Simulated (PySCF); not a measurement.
## Electronic structure of C6H9BO (SMILES CB(C)CC#CC=O) in real space

```yaml
atoms:
  - { symbol: C, position_ang: [-1.4061, -0.8671, 0.0166] }
  - { symbol: B, position_ang: [-0.6901, 0.2014, 0.9173] }
  - { symbol: C, position_ang: [-1.2496, 0.5891, 2.3352] }
  - { symbol: C, position_ang: [0.6332, 0.9291, 0.3993] }
  - { symbol: C, position_ang: [1.2048, 0.3707, -0.7935] }
  - { symbol: C, position_ang: [1.6512, -0.1201, -1.8027] }
  - { symbol: C, position_ang: [2.1983, -0.7072, -2.9725] }
  - { symbol: O, position_ang: [3.0582, -1.5523, -3.0038] }
  - { symbol: H, position_ang: [-1.7436, -0.4088, -0.9136] }
  - { symbol: H, position_ang: [-2.2666, -1.3421, 0.4807] }
  - { symbol: H, position_ang: [-0.7113, -1.6495, -0.2880] }
  - { symbol: H, position_ang: [-2.3239, 0.7647, 2.3128] }
  - { symbol: H, position_ang: [-0.7762, 1.4557, 2.7910] }
  - { symbol: H, position_ang: [-1.1056, -0.2512, 3.0157] }
  - { symbol: H, position_ang: [0.3837, 1.9792, 0.2124] }
  - { symbol: H, position_ang: [1.3914, 0.9272, 1.1879] }
  - { symbol: H, position_ang: [1.7452, -0.3069, -3.9047] }
```

Geometry: GFN2-xTB.

The calculation used PySCF 2.14.0, B3LYP/def2-SVPD, SCF density, gas phase.

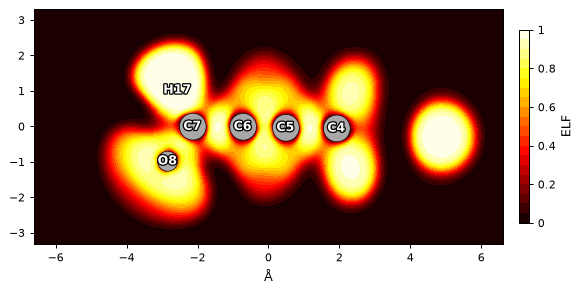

Figure 1. ELF on the plane of atoms C6, C7 and H17. Grey discs cover the atomic cores.

> Read the bonding off the picture.

The plane passes through C, O and H nuclei. C–O (1.21 Å): the ELF peaks at about 0.85 between the atoms; a short, multiple covalent bond. C–C (1.21 Å): the ELF peaks at about 0.85 between the atoms (a multiple bond). C–H (1.11 Å): the ELF climbs to about 1 towards the hydrogen, as it does in any bond to H; an ordinary covalent bond to hydrogen. The ELF also peaks beside O8, away from the bonds: lone-pair regions.

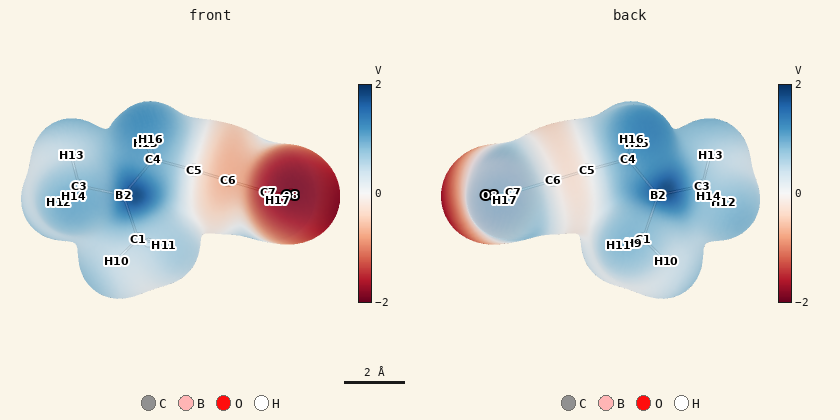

Figure 2. The molecular electrostatic potential painted on the density surface at 0.002 e/bohr³, seen from the front and from behind; the colour scale runs from red (negative) to blue (positive).

> Describe the electrostatic potential map.

The most negative region (about −1.8 V, or −42 kcal/mol for a unit charge) lies over O8, the most positive (about +1.7 V, or +39 kcal/mol for a unit charge) over B2. O8 is the likeliest acceptor of a hydrogen bond.

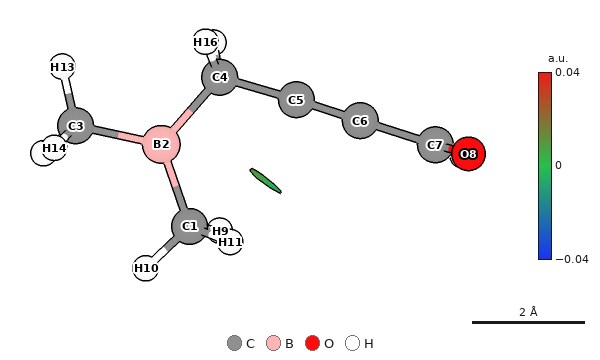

Figure 3. Non-covalent interaction (NCI) plot: the surface where the reduced density gradient is 0.5, for densities under 0.05 a.u., coloured by sign(λ₂)ρ; seen at a tilt.

> What holds or crowds the atoms apart from the covalent bonds?

Between H11 and C1 on one side and C5 and C6 on the other: a weak contact (green).
